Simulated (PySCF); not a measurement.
# C₅H₅NO: electronic excitations and core binding energies

Aim: predict the electronic excitations and core binding energies of C₅H₅NO (`N#CC1=CCOC1`).

Programs: PySCF 2.14.0, with density-fitted response routines of our own. Each step states its level of theory. These are calculated values for one molecule in the gas phase, unless marked as measured. Atoms count from 0, in the outputs and in this text.

## Step 1: The molecule as given

12 atoms, charge 0, multiplicity 1; geometry from: GFN2-xTB.

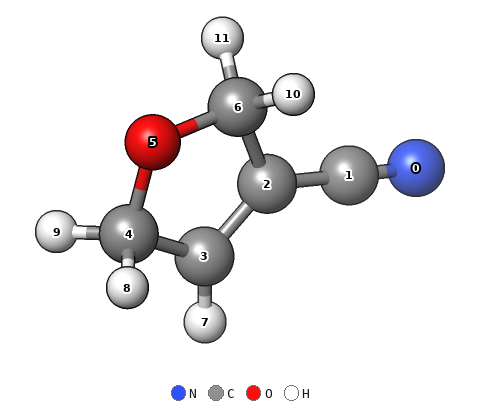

The starting geometry (nitrogen blue, carbon grey, oxygen red, hydrogen white), atoms numbered; sticks join atoms by distance.

## Step 2: TDDFT and polarisability: B3LYP/def2-SVPD

Job settings and geometry (Å):

```
{"job": {"kind": "uv", "xc": "B3LYP", "basis": "def2-SVPD", "nstates": 8, "ntriplets": 3}, "charge": 0, "multiplicity": 1}
N      3.309974     0.007966     0.409675
C      2.171871    -0.009292     0.271633
C      0.779102    -0.020928     0.100558
C     -0.060142    -1.043749     0.264902
C     -1.451334    -0.592854    -0.027380
O     -1.349927     0.778427    -0.377357
C      0.001627     1.200363    -0.317976
H      0.177340    -2.048845     0.558306
H     -2.109395    -0.703931     0.846737
H     -1.896145    -1.155479    -0.860951
H      0.106487     2.018425     0.408060
H      0.321739     1.569212    -1.302233
```

Level: TDDFT B3LYP/def2-SVPD, vertical, gas phase, core orbitals frozen in the response.

Command:

```bash
OMP_NUM_THREADS=1 python probes_run.py task.json out
```

One launch serves the whole session: the jobs run in the order shown.

**Question.** This job is followed by: delta-SCF UKS SCAN, pcX-2 on the ionised atom, pcseg-1 elsewhere, spin-free X2C. What will the session give for the following? lowest singlet (B3LYP/def2-SVPD); brightest single state of those computed; lowest triplet; C1s binding energies, SCAN/pcX-2; N1s binding energies, SCAN/pcX-2; O1s binding energies, SCAN/pcX-2.

As calculated:

```
                                quantity                                                     value
        lowest singlet (B3LYP/def2-SVPD)                               4.78 eV (260 nm), f = 0.061
brightest single state of those computed                               state 3, 6.29 eV, f = 0.246
                          lowest triplet                                                   3.55 eV
        C1s binding energies, SCAN/pcX-2  C6 292.86, C4 292.85, C1 292.32, C2 292.05, C3 291.34 eV
        N1s binding energies, SCAN/pcX-2                                              N0 404.94 eV
        O1s binding energies, SCAN/pcX-2                                              O5 538.91 eV
```

What this shows: The lowest singlet, at 4.78 eV, is HOMO→LUMO 0.90, HOMO−1→LUMO 0.10 and is bright; of the 8 states computed, the strongest absorption comes from state 3 at 6.29 eV. The lowest triplet lies 1.22 eV below the lowest singlet (triplets in Tamm-Dancoff, singlets in full TDDFT). The C1s levels kept as sound span 1.52 eV, from C3 (alkene CH) up to C6 (allylic sp3 CH2 bonded to O).
